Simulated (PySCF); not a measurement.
**C4H6SSi (SMILES [SiH3]c1cccs1): density, localisation and related maps**

Input file:

```
{"job": {"kind": "nmr", "xc": "PBE0", "basis": "pcSseg-1", "pop": false}, "charge": 0, "multiplicity": 1}
Si     2.259400    -0.498400    -0.363200
C      0.426300    -0.192500    -0.179000
C     -0.315100    -0.014100     0.918200
C     -1.729400     0.246400     0.759100
C     -2.092000     0.209600    -0.545500
S     -0.723800    -0.277800    -1.509500
H      2.704200     0.449000    -1.529600
H      2.264200    -1.940200    -0.460200
H      3.237900    -0.254200     0.767800
H      0.056300     0.103500     1.931000
H     -2.482500     0.379700     1.552700
H     -3.159900     0.392700    -0.963600
```

Command:

```sh
OMP_NUM_THREADS=1 python probes_run.py task.json out
```

Geometry: GFN2-xTB, MD frame at 250 fs, 400 K.

Level of theory: PBE0/pcSseg-1, SCF density, gas phase, non-relativistic (PySCF 2.14.0).

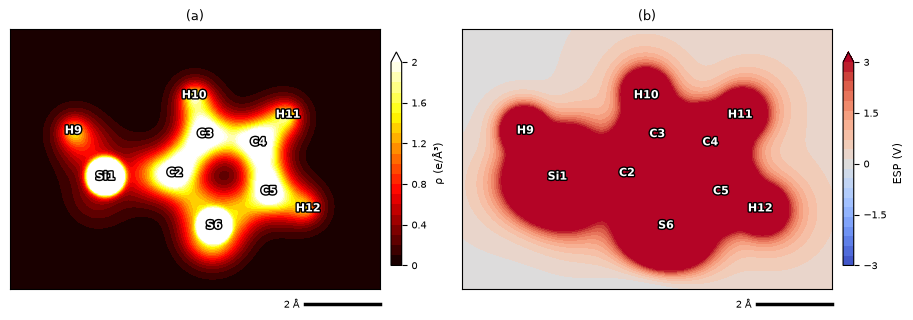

Figure 1. (a) total electron density; (b) electrostatic potential on the plane of atoms Si1, C2 and S6.

> What do the fields say about this system?

- Atoms in the plane: Si, C, S and H.
- C–C (1.34 Å): ρ at the midpoint is about 2.3 e/Å³.
- C–S (1.74 Å): ρ is about 1.4 e/Å³ halfway.
- C–Si (1.87 Å): ρ at the midpoint is about 0.93 e/Å³.
- C–H (1.09 Å): ρ is about 2 e/Å³ halfway.
- C–C (1.45 Å): ρ at the midpoint is about 1.9 e/Å³.
- The potential has no marked negative region in this plane.

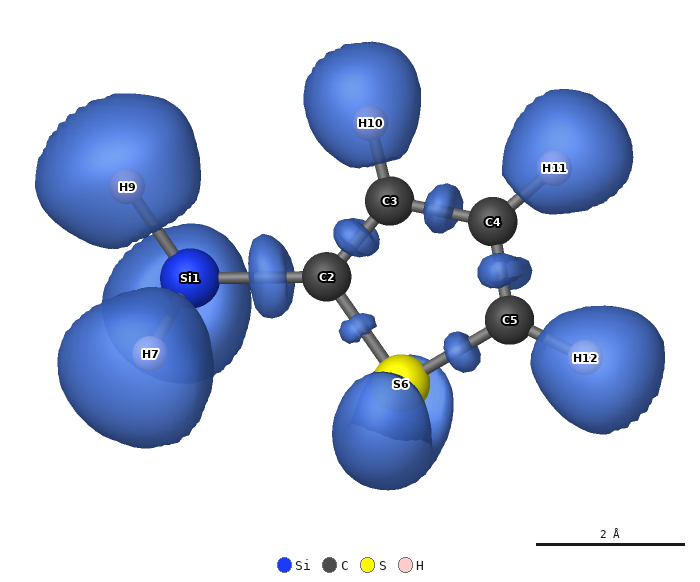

Figure 2. Isosurface of the electron localisation function at 0.85 (blue), seen at a tilt. Core shells and regions of very low density are left out.

> Where are the electrons localised?

The ELF exceeds this value in three regions between bonded C–C atoms (shared pairs), two regions between bonded C–S atoms (shared pairs), one region between bonded C–Si atoms (shared pairs), six regions around hydrogen nuclei and one lobe on S, pointing away from the bonds (lone pairs, which may merge into one lobe). Along the contacts the grid gives the following. C–C (1.34 Å): the ELF peaks at about 0.95 between the atoms; a multiple bond. C–S (1.74 Å): the ELF peaks at about 0.90 between the atoms, as expected for a covalent bond.

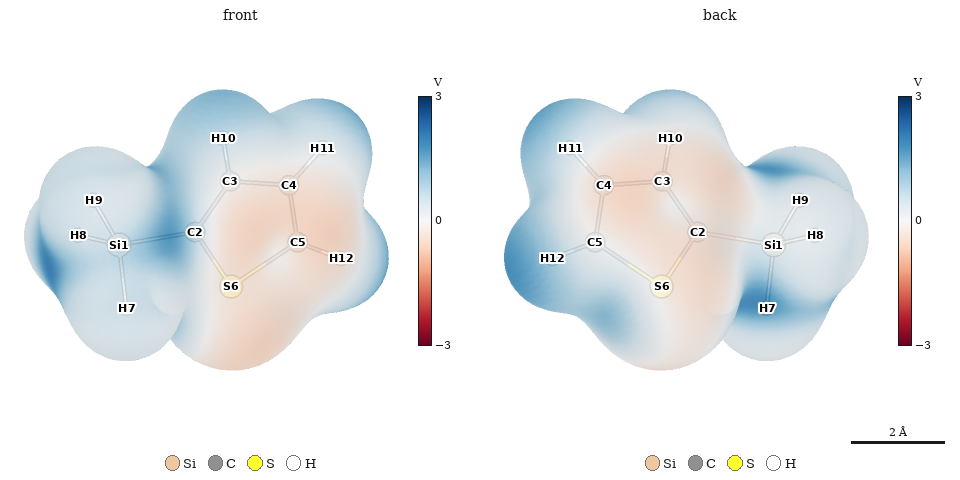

Figure 3. The molecular electrostatic potential painted on the density surface at 0.004 e/bohr³, seen from the front and from behind; red is negative and blue positive.

> Where is the surface potential most negative and most positive?

The most negative region (about −0.6 V, or −14 kcal/mol for a unit charge) lies over the C and S atoms, the most positive (about +2.0 V, or +46 kcal/mol for a unit charge) over Si1.

> How polar is the molecule by this calculation?

Its dipole moment is 0.97 D.
